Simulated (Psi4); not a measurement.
**triplet CHClF2 at 3 levels**

Aim: a comparison of 3 runs (U-wB97X/6-311+G**, UCAM-B3LYP/6-311+G**, UM06-2X/6-311+G**) of triplet CHClF2. 

The calculation is run with Psi4 1.11.

### 1 Starting point

CHClF2 has 5 atoms, charge 0, and is taken as a triplet. SMILES of the parent species: `FC(F)Cl`. Geometry: relaxed at PBE0-D4/def2-TZVP. That shape belongs to the parent species and isn't relaxed for this state.

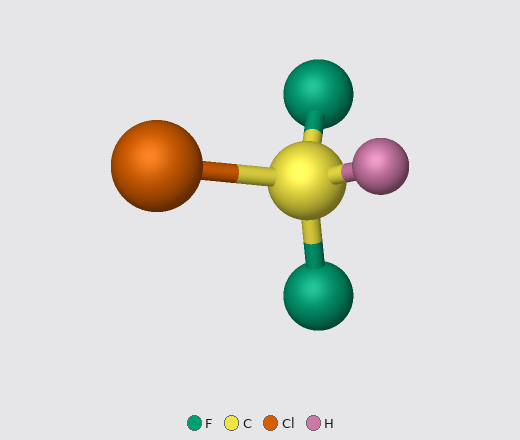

The structure, seen from a chosen angle (fluorine teal, carbon yellow, chlorine orange, hydrogen pink).

### 2 Energy and gradient at U-wB97X/6-311+G(d,p) (run 1)

File input.inp:

```
memory 1600 mb

molecule molecule1 {
  0 3
  F
  C 1 R2
  F 2 R3 1 A3
  Cl 2 R4 3 A4 1 D4
  H 2 R5 3 A5 1 D5

  R2 = 1.334434
  R3 = 1.334319
  A3 = 108.25988
  R4 = 1.762875
  A4 = 109.74064
  D4 = -119.74614
  R5 = 1.090422
  A5 = 110.03349
  D5 = 120.27493
  units angstrom
  symmetry c1
}

set {
  basis 6-311+G**
  reference uks
  puream true
  e_convergence 1e-09
  d_convergence 1e-08
  scf_type pk
  dft_radial_points 99
  dft_spherical_points 590
  maxiter 100
}

energy_value, wavefunction = gradient("wb97x", return_wfn=True)
oeprop(wavefunction, "WIBERG_LOWDIN_INDICES", "MULLIKEN_CHARGES", "MAYER_INDICES")
```

Launch:

```console
$ psi4 input.inp input.out -n 1
```

input.out:

```text
[...]
  Running in c1 symmetry.
[...]
  Nuclear repulsion =  168.406760218240407
[...]
  Multiplicity = 3
[...]
  Nalpha       = 22
  Nbeta        = 20
[...]
    Number of basis functions: 102
[...]
   @UKS iter   1:  -698.27646306429597    5.72865e-02   3.97551e-03 ADIIS/DIIS
[...]
   @UKS iter  19:  -698.34103883547129   -2.33058e-11   7.40269e-09 DIIS
[...]
   @S^2 Observed:                2.004744398E+00
[...]
  @UKS Final Energy:  -698.34103883547129
   => Energetics <=
    Nuclear Repulsion Energy =            168.4067602182404073
    One-Electron Energy =               -1299.5914653505128626
    Two-Electron Energy =                 473.7236626808899018
    DFT Exchange-Correlation Energy =     -40.8799963840887060
    Empirical Dispersion Energy =           0.0000000000000000
    VV10 Nonlocal Energy =                  0.0000000000000000
    Total Energy =                       -698.3410388354712950
[...]
  -Total Gradient:
     Atom            X                  Y                   Z
    ------   -----------------  -----------------  -----------------
       1        0.002529914171     0.000095723735     0.024582026824
       2        0.131562846352     0.069914676650     0.050616959923
       3        0.002531553180     0.023441031094    -0.007636585361
       4       -0.147523610628    -0.086768185490    -0.062726961050
       5        0.010861712866    -0.006681885347    -0.004834405202
[...]
```

It took 80 s on 1 thread of Intel Xeon Platinum 8259CL at 2.50GHz (Skylake/Cascade Lake), shared host; peak memory 0.75 GiB.

### 3 Energy and forces at UCAM-B3LYP/6-311+G(d,p) (run 2)

File chclf2.json:

```json
{
  "schema_name": "qcschema_input",
  "schema_version": 1,
  "molecule": {
    "schema_name": "qcschema_molecule",
    "schema_version": 2,
    "symbols": ["F", "C", "F", "Cl", "H"],
    "geometry": [0.07351035, -1.07355341, 2.30981224, 0.20673604, 0.04459754, 0.05347925, 1.59530679, -1.40954672, -1.46812823, -2.85537617, 0.39476379, -1.2109365, 1.07449827, 1.90446599, 0.23772755],
    "molecular_charge": 0,
    "molecular_multiplicity": 3,
    "fix_symmetry": "c1",
    "fix_com": true,
    "fix_orientation": true
  },
  "driver": "gradient",
  "model": {
    "method": "cam-b3lyp",
    "basis": "6-311+G**"
  },
  "keywords": {
    "reference": "uks",
    "puream": true,
    "e_convergence": 1e-09,
    "d_convergence": 1e-08,
    "scf_type": "pk",
    "dft_radial_points": 99,
    "dft_spherical_points": 590,
    "maxiter": 100,
    "scf_properties": ["WIBERG_LOWDIN_INDICES", "LOWDIN_CHARGES", "MULLIKEN_CHARGES"]
  }
}
```

Launch:

```console
$ psi4 --qcschema chclf2.json -n 1 --memory 1600MB
```

stdout:

```text
[...]
  Running in c1 symmetry.
[...]
  Nuclear repulsion =  168.406745107475018
[...]
  Multiplicity = 3
[...]
  Nalpha       = 22
  Nbeta        = 20
[...]
    Number of basis functions: 102
[...]
   @UKS iter   1:  -698.28418317052819    1.02708e-01   4.34859e-03 DIIS/ADIIS
[...]
   @UKS iter  17:  -698.35444803900828   -7.27596e-12   6.47471e-09 DIIS
[...]
   @S^2 Observed:                2.003969766E+00
[...]
  @UKS Final Energy:  -698.35444803900828
   => Energetics <=
    Nuclear Repulsion Energy =            168.4067451074750181
    One-Electron Energy =               -1299.4803737427623673
    Two-Electron Energy =                 474.1812464006797541
    DFT Exchange-Correlation Energy =     -41.4620658044006731
    Empirical Dispersion Energy =           0.0000000000000000
    VV10 Nonlocal Energy =                  0.0000000000000000
    Total Energy =                       -698.3544480390082754
[...]
  -Total Gradient:
     Atom            X                  Y                   Z
    ------   -----------------  -----------------  -----------------
       1       -0.000706398348     0.008762044490    -0.019961922498
       2       -0.144617911973     0.012951910280    -0.059461945005
       3       -0.013756595251     0.011672817019     0.012380523786
       4        0.164030945394    -0.021134254223     0.067944755321
       5       -0.004916318540    -0.012231049504    -0.000889721631
[...]
```

The result, in JSON:

```text
{
 "driver": "gradient",
 "model": {
  "method": "cam-b3lyp",
  "basis": "6-311+G**"
 },
 "success": true,
 "return_result": [-0.0007063983478726964, 0.008762044490424281, -0.01996192249847753, -0.14461791197317408, 0.012951910280078471, -0.059461945004581074, -0.01375659525129845, 0.01167281701879977, 0.012380523785965908, 0.1640309453939293, -0.021134254222785608, 0.06794475532058734, -0.004916318539992373, -0.012231049504175306, -0.0008897216306607073],
 "properties": {
  "calcinfo_nbasis": 102,
  "calcinfo_nmo": 102,
  "calcinfo_nalpha": 22,
  "calcinfo_nbeta": 20,
  "calcinfo_natom": 5,
  "nuclear_repulsion_energy": 168.40674510747502,
  "return_energy": -698.3544480390083,
  "return_gradient": [-0.0007063983478726964, 0.008762044490424281, -0.01996192249847753, -0.14461791197317408, 0.012951910280078471, -0.059461945004581074, -0.01375659525129845, 0.01167281701879977, 0.012380523785965908, 0.1640309453939293, -0.021134254222785608, 0.06794475532058734, -0.004916318539992373, -0.012231049504175306, -0.0008897216306607073],
  "scf_one_electron_energy": -1299.4803737427624,
  "scf_two_electron_energy": 474.18124640067975,
  "scf_xc_energy": -41.46206580440067,
  "scf_dipole_moment": [-0.09385325608137407, 0.5599410915745882, -0.08783306867227836],
  "scf_total_energy": -698.3544480390083,
  "scf_total_gradient": [-0.0007063983478726964, 0.008762044490424281, -0.01996192249847753, -0.14461791197317408, 0.012951910280078471, -0.059461945004581074, -0.01375659525129845, 0.01167281701879977, 0.012380523785965908, 0.1640309453939293, -0.021134254222785608, 0.06794475532058734, -0.004916318539992373, -0.012231049504175306, -0.0008897216306607073],
  "scf_iterations": 17
 }
}
```

Run time: 76 s. Hardware: 1 thread of Intel Xeon Platinum 8259CL at 2.50GHz (Skylake/Cascade Lake), shared host; peak memory 0.75 GiB.

### 4 Energy and forces at UM06-2X/6-311+G(d,p) (run 3)

File chclf2.xyz:

```xyz
5
CHClF2
F      0.038900    -0.568100     1.222300
C      0.109400     0.023600     0.028300
F      0.844200    -0.745900    -0.776900
Cl    -1.511000     0.208900    -0.640800
H      0.568600     1.007800     0.125800
```

File job.py:

```python
import psi4

psi4.set_memory('1600 MB')
psi4.set_num_threads(1)
psi4.core.set_output_file('output.dat', False)

with open('chclf2.xyz') as f:
    atoms = ''.join(f.readlines()[2:])
m = psi4.geometry('0 3\n' + atoms + 'symmetry c1')

psi4.set_options({
    'reference': 'uks',
    'puream': True,
    'e_convergence': 1e-09,
    'd_convergence': 1e-08,
    'scf_type': 'pk',
    'dft_radial_points': 99,
    'dft_spherical_points': 590,
    'maxiter': 100,
})

E, wfn = psi4.gradient("m06-2x/6-311+G**", return_wfn=True)
print('gradient / Eh bohr^-1')
print(E.np.round(6))
print(f'energy = {wfn.energy():.10f} Eh')
```

Launch:

```console
$ python job.py
```

output.dat:

```text
[...]
  Running in c1 symmetry.
[...]
  Nuclear repulsion =  168.406744960820134
[...]
  Multiplicity = 3
[...]
  Nalpha       = 22
  Nbeta        = 20
[...]
    Number of basis functions: 102
[...]
   @UKS iter   1:  -698.24213271905796    1.01623e-01   3.69693e-03 DIIS/ADIIS
[...]
   @UKS iter  17:  -698.29868421049275   -9.77707e-12   5.84557e-09 DIIS
[...]
   @S^2 Observed:                2.004397245E+00
[...]
  @UKS Final Energy:  -698.29868421049275
   => Energetics <=
    Nuclear Repulsion Energy =            168.4067449608201343
    One-Electron Energy =               -1299.4833952599515214
    Two-Electron Energy =                 458.9475074584614731
    DFT Exchange-Correlation Energy =     -26.1695413698227739
    Empirical Dispersion Energy =           0.0000000000000000
    VV10 Nonlocal Energy =                  0.0000000000000000
    Total Energy =                       -698.2986842104927518
[...]
  -Total Gradient:
     Atom            X                  Y                   Z
    ------   -----------------  -----------------  -----------------
       1       -0.000043407197     0.008205274797    -0.017338517832
       2       -0.151106494779     0.012719430132    -0.062058371715
       3       -0.011507777543     0.010767833718     0.011063785700
       4        0.167898657248    -0.020294211566     0.069427724366
       5       -0.005150841361    -0.011328111617    -0.001064424190
[...]
```

Standard output:

```text
gradient / Eh bohr^-1
[[-4.30000e-05  8.20500e-03 -1.73390e-02]
 [-1.51106e-01  1.27190e-02 -6.20580e-02]
 [-1.15080e-02  1.07680e-02  1.10640e-02]
 [ 1.67899e-01 -2.02940e-02  6.94280e-02]
 [-5.15100e-03 -1.13280e-02 -1.06400e-03]]
energy = -698.2986842105 Eh
```

It took 1.8 min on 1 thread of Intel Xeon Platinum 8259CL at 2.50GHz (Skylake/Cascade Lake), shared host; peak memory 0.71 GiB.

### 5 All runs side by side

```tsv
run	level	energy (Eh)	dipole moment (D)	HOMO energy (eV)	⟨S²⟩	wall time
1	U-wB97X/6-311+G**	-698.341039	1.51	-4.85	2.005	80 s
2	UCAM-B3LYP/6-311+G**	-698.354448	1.46	-4.04	2.004	76 s
3	UM06-2X/6-311+G**	-698.298684	1.52	-3.79	2.004	1.8 min
```

### 6 Summary of results

```
                                 quantity          value
                      run 3: total energy  -698.29868 Eh
                     run 3: dipole moment         1.52 D
run 3: HOMO energy (highest over α and β)       -3.79 eV
                              run 3: ⟨S²⟩          2.004
          run 3: largest force on an atom     9.401 eV/Å
```

What this shows: The dipole moment (its size) runs from 1.46 D (UCAM-B3LYP/6-311+G**) to 1.52 D (UM06-2X/6-311+G**). Totals of different functionals can't be ranked against each other. All runs together took 4.4 min, the longest 1.8 min.
